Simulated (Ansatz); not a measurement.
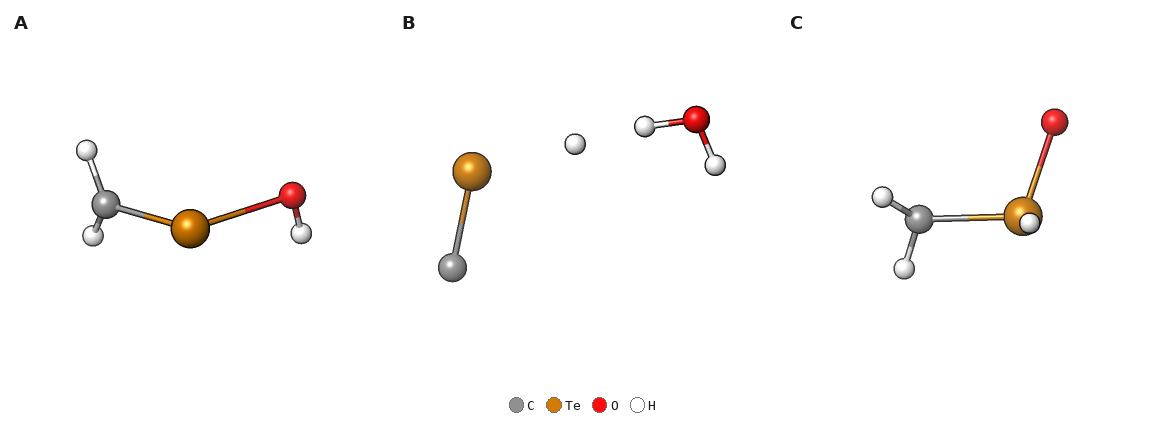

3 stationary structures of one formula. The species has charge −1 and is a spin singlet. Geometries: PBE-D4/def2-SVPD. Electronic energies: PBE-D4/def2-SVPD (Ansatz 0.2.0), without zero-point energy. No frequency run is at hand to confirm each as a minimum.

### Which structure is the most stable?

A is lowest (C1); C lies 43.3 kcal/mol above it (C1), B lies 70.6 kcal/mol above it.
